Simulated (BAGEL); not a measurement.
# B3LYP/6-31G(d) (density fitting with qzvpp-jkfit, spherical functions) run of GaHBrCl (SMILES [Cl][GaH][Br])

What is the energy change on altering one bond length of GaHBrCl at B3LYP/6-31G* (density fitting with qzvpp-jkfit, spherical functions)? 

The results are computed with BAGEL 1.2.2.

8 further runs of the same task are left out: 4 that didn't finish, 4 set aside as unsound or not needed. Runs told in other sessions of the task aren't counted.

## Step 1: The molecule

GaHBrCl: 4 atoms, total charge 0, spin state singlet. As SMILES, `[Cl][GaH][Br]`. The shape is that of a PBE0-D4/def2-TZVP optimisation.

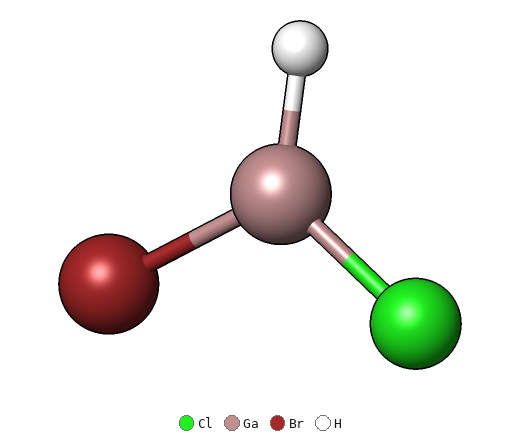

The structure, seen from a chosen angle (chlorine green, gallium pink, bromine red, hydrogen white).

## Step 2: The energy at B3LYP/6-31G(d) (density fitting with qzvpp-jkfit, spherical functions)

File dft.json:

```json
{ "bagel": [

{
  "title": "molecule",
  "basis": "6-31gs.json",
  "df_basis": "qzvpp-jkfit",
  "angstrom": "true",
  "geometry": [
    { "atom": "Cl", "xyz": [      -1.970500,      -0.096100,      -0.528400 ] },
    { "atom": "Ga", "xyz": [       0.088800,       0.166300,      -0.052400 ] },
    { "atom": "Br", "xyz": [       1.109200,      -1.623600,       0.905300 ] },
    { "atom": "H", "xyz": [       0.828100,       1.493000,      -0.344800 ] }
  ]
},

{
  "title": "ks",
  "xc_func": "b3lyp"
},

{
  "title": "print",
  "file": "orbitals.molden",
  "orbitals": "true"
}

]}
```

The basis set 6-31G* is read from a file made from the Basis Set Exchange's data (not shown).

Command:

```console
$ BAGEL_NUM_THREADS=1 BAGEL dft.json > dft.out
```

Standard output:

```text
* using 1 threads per process

  ===============================================================
  ===============================================================

  *** Geometry ***

  { "atom" : "Cl", "xyz" : [     -3.723705,     -0.181603,     -0.998531 ] },
  { "atom" : "Ga", "xyz" : [      0.167808,      0.314261,     -0.099022 ] },
  { "atom" : "Br", "xyz" : [      2.096084,     -3.068159,      1.710769 ] },
  { "atom" : "H", "xyz" : [      1.564882,      2.821361,     -0.651578 ] },

  Number of auxiliary basis functions:      678

  Since a DF basis is specified, we compute 2- and 3-index integrals:
    o Being stored without compression. Storage requirement is 0.038 GB

  Number of basis functions:       84
  Number of electrons      :       84

    * METHOD: MOLECULE                             0.58

  *** Kohn-Sham DFT ***

    * Removing 5963 points whose weight is below 1.00e-10
    * Grid points: 53661

  === Nuclear Repulsion ===
   487.0716172527

       - DIIS with orbital gradients will be used.

  === KS iteration (b3lyp / 6-31gs.json) ===
      0      -4837.93139952          0.15565163           0.37
      1      -4479.72314118          0.42437480           0.37
      2      -4629.49422029          0.15203999           0.36
      3      -4499.53779503          0.13633967           0.37
      4      -4804.59140524          0.26144372           0.36
      5      -4891.98867695          0.19224543           0.36
      6      -4895.42889271          0.19211574           0.37
      7      -4952.18037741          0.13342302           0.36
      8      -4859.54467940          0.27195466           0.36
      9      -4809.84818217          0.22400418           0.36
     10      -4958.85052324          0.02272537           0.37
     11      -4958.14111512          0.03624073           0.37
     12      -4959.36306669          0.00745781           0.37
     13      -4959.38949726          0.00324997           0.37
     14      -4959.39690662          0.00054268           0.37
     15      -4959.39703241          0.00019071           0.38
     16      -4959.39704809          0.00005934           0.37
     17      -4959.39705005          0.00000881           0.37
     18      -4959.39705011          0.00000361           0.37
     19      -4959.39705012          0.00000157           0.37
     20      -4959.39705012          0.00000037           0.38
     21      -4959.39705012          0.00000011           0.40
     22      -4959.39705012          0.00000002           0.40
     23      -4959.39705012          0.00000001           0.40
     24      -4959.39705012          0.00000000           0.40
    * SCF iteration converged.

    * Permanent dipole moment:
           (   -0.390123,    -0.514284,     0.084517) a.u.

    * METHOD: KS                                   9.51

    * METHOD: PRINT                                0.02

  ===============================================================
```

It took 11 s on 1 thread of Arm Neoverse V1, shared host; peak memory 0.31 GiB.

## Step 3: The distorted shape at the same level

File job.json:

```json
{ "bagel" : [

{
  "title" : "molecule",
  "basis" : "6-31gs.json",
  "df_basis" : "qzvpp-jkfit",
  "angstrom" : true,
  "geometry" : [
    { "atom" : "Cl", "xyz" : [   -3.000117,   -0.227296,   -0.766392 ] },
    { "atom" : "Ga", "xyz" : [    0.088800,    0.166300,   -0.052400 ] },
    { "atom" : "Br", "xyz" : [    1.109200,   -1.623600,    0.905300 ] },
    { "atom" : "H", "xyz" : [    0.828100,    1.493000,   -0.344800 ] }
  ]
},
{ "title" : "ks", "xc_func" : "b3lyp" },
{ "title" : "print", "file" : "orbitals.molden", "orbitals" : true }

]}
```

The basis set 6-31G* is read from a file made from the Basis Set Exchange's data (not shown).

Command:

```console
$ BAGEL_NUM_THREADS=1 BAGEL job.json > job.out
```

Standard output:

```text
* using 1 threads per process

  ===============================================================
  ===============================================================

  *** Geometry ***

  { "atom" : "Cl", "xyz" : [     -5.669399,     -0.429527,     -1.448271 ] },
  { "atom" : "Ga", "xyz" : [      0.167808,      0.314261,     -0.099022 ] },
  { "atom" : "Br", "xyz" : [      2.096084,     -3.068159,      1.710769 ] },
  { "atom" : "H", "xyz" : [      1.564882,      2.821361,     -0.651578 ] },

  Number of auxiliary basis functions:      678

  Since a DF basis is specified, we compute 2- and 3-index integrals:
    o Being stored without compression. Storage requirement is 0.038 GB

  Number of basis functions:       84
  Number of electrons      :       84

    * METHOD: MOLECULE                             0.59

  *** Kohn-Sham DFT ***

    * Removing 5229 points whose weight is below 1.00e-10
    * Grid points: 54395

  === Nuclear Repulsion ===
   425.9339904014

       - DIIS with orbital gradients will be used.

  === KS iteration (b3lyp / 6-31gs.json) ===
      0      -4835.78929774          0.15394726           0.40
      1      -4444.82808001          0.47009571           0.39
      2      -4633.85555397          0.15692813           0.39
      3      -4490.02184265          0.17778247           0.39
      4      -4945.62069148          0.16136340           0.41
      5      -4955.47885771          0.08926126           0.41
      6      -4957.13315620          0.06681869           0.41
      7      -4953.10295046          0.04908411           0.41
      8      -4949.55812482          0.05797820           0.41
      9      -4958.84822293          0.01694721           0.41
     10      -4958.23635432          0.03082082           0.41
     11      -4959.29695217          0.00296042           0.41
     12      -4959.29259633          0.00373924           0.41
     13      -4959.31119634          0.00057782           0.42
     14      -4959.31172080          0.00013128           0.42
     15      -4959.31172696          0.00003820           0.42
     16      -4959.31172809          0.00000931           0.41
     17      -4959.31172815          0.00000261           0.41
     18      -4959.31172815          0.00000041           0.41
     19      -4959.31172815          0.00000026           0.40
     20      -4959.31172815          0.00000005           0.39
     21      -4959.31172815          0.00000002           0.39
     22      -4959.31172815          0.00000001           0.39
     23      -4959.31172815          0.00000000           0.39
    * SCF iteration converged.

    * Permanent dipole moment:
           (   -2.194325,    -0.557308,    -0.402791) a.u.

    * METHOD: KS                                   9.94

    * METHOD: PRINT                                0.02

  ===============================================================
```

Run time: 11 s. Hardware: 1 thread of Arm Neoverse V1, shared host; peak memory 0.31 GiB.

## Step 4: Outcome

Level: B3LYP/6-31G* (density fitting with qzvpp-jkfit, spherical functions).

```
                                                           quantity           value
                                          first shape: total energy  -4959.39705 Eh
                                         first shape: dipole moment          1.65 D
                                           first shape: HOMO energy        -8.31 eV
                                           first shape: LUMO energy        -2.07 eV
                                         first shape: HOMO–LUMO gap         6.24 eV
                                      distorted shape: total energy  -4959.31173 Eh
                                     distorted shape: dipole moment          5.84 D
                                       distorted shape: HOMO energy        -7.15 eV
                                       distorted shape: LUMO energy        -4.36 eV
                                     distorted shape: HOMO–LUMO gap         2.78 eV
energy change with the Cl1–Ga2 bond stretched from 2.130 to 3.195 Å        2.322 eV
```

What this shows: With the Cl1–Ga2 bond stretched from 2.130 to 3.195 Å the energy rises by 2.32 eV (54 kcal/mol). The first shape isn't relaxed at this level, so the change isn't measured from a minimum.
